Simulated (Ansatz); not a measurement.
**TiOF2: ionisation energy by level of theory**

How much energy removes an electron from TiOF2 at fixed geometry? The cation is run at each level and the neutral's energy taken from earlier runs.

Computed with Ansatz 0.2.0, Gaussian basis. Level: unrestricted cation, the program's frozen cores in correlated methods.

The runs, in order: UKS PBE-D4/def2-TZVPP; UKS r2SCAN-D4/def2-TZVPP; UKS PBE0-D4/def2-TZVPP; UKS B3LYP-D4/def2-TZVPP; UKS wB97X-V/def2-TZVPP; UKS wB97M-V/def2-TZVPP; UKS B2PLYP/def2-TZVPP; UHF-CCSD(T)/def2-TZVPP; UHF-MP2/def2-QZVPP; extrapolation to the limit; then −ε(HOMO) from the neutral's earlier runs with LDA (SPW92), PBE-D4, revPBE-D4, BLYP-D4, r2SCAN-D4, B97M-V, PBE0-D4, B3LYP-D4, r2SCANh-D4, r2SCAN0-D4, HSE06-D4, BHLYP-D4, CAM-B3LYP-D4, LC-ωPBE, ωB97X-V, ωB97M-V.

## 1. The relaxed structure

The geometry comes from an earlier relaxation with PBE0-D4 in a triple-zeta def2 set; it is a stationary point.

SMILES `[O]=[Ti]([F])[F]`, 4 atoms, charge 0, spin multiplicity 1.

Atoms are counted from 1 here; the program's logs count them from 0.

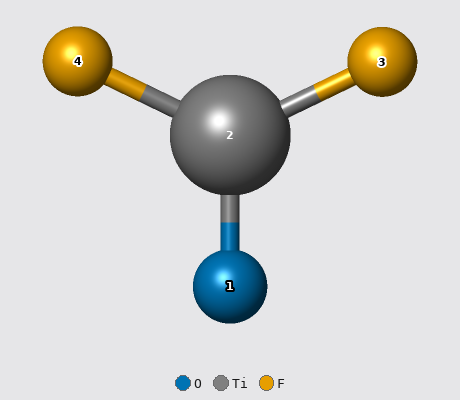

The structure; oxygen blue, titanium grey, fluorine amber; atoms are numbered from 1 in the order of the file.

## 2. Cation, UKS PBE-D4/def2-TZVPP

Input file in.yaml:

```yaml
crystal:
  periodic: [false, false, false]
  atoms:
    - {symbol: O, position_ang: [0.045723, 0.470877, 1.512440]}
    - {symbol: Ti, position_ang: [-0.057734, -0.034398, 0.006513]}
    - {symbol: F, position_ang: [0.835050, -1.536346, -0.374152]}
    - {symbol: F, position_ang: [-0.823039, 1.099877, -1.144801]}
basis:
  gaussian: {orbitals: def2-TZVPP}
total_charge: 1
magnetization: {spin_polarized: true, initial_magnetization: 1}
hamiltonian: {xc: pbe, dispersion: d4}
```

The run is started by

```
$ ansatz run in.yaml --threads 4 --pin off --events-out ev --progress --plain --max-ram 10444MiB
```

Further steps of the session: Cation, UKS r2SCAN-D4/def2-TZVPP; Cation, UKS PBE0-D4/def2-TZVPP; Cation, UKS B3LYP-D4/def2-TZVPP; Cation, UKS wB97X-V/def2-TZVPP; Cation, UKS wB97M-V/def2-TZVPP; Cation, UKS B2PLYP (frozen core)/def2-TZVPP; Cation, UHF-CCSD(T)/def2-TZVPP; Cation, UHF-MP2/def2-QZVPP.

Before running them: what should the planned runs give, taken together? Wanted: ionisation energy, CCSD(T)/CBS; nearest functional by difference; nearest −ε(HOMO); −ε(HOMO) of PBE; T1 of the cation.

The runs gave:

| quantity | value |
| --- | --- |
| ionisation energy, CCSD(T)/CBS | 12.78 eV |
| nearest functional by difference | B2PLYP (-0.15 eV) |
| nearest −ε(HOMO) | LC-ωPBE (-0.07 eV) |
| −ε(HOMO) of PBE | 8.10 eV |
| T1 of the cation | 0.034 |

In words: Energy differences with functionals land within 0.77 eV of the reference. The PBE orbital energy is 4.7 eV too small: a semilocal HOMO is no ionisation energy. Among orbital estimates LC-ωPBE comes nearest. Hartree-Fock falls 2.00 eV short, as the neutral has more correlation energy than the cation. The cation's T1 (from the report) is 0.034, near the customary mark of 0.045 for open shells, so the coupled-cluster value is less safe. Correlated methods include outer-core shells of Ti, which these sets cover unevenly.
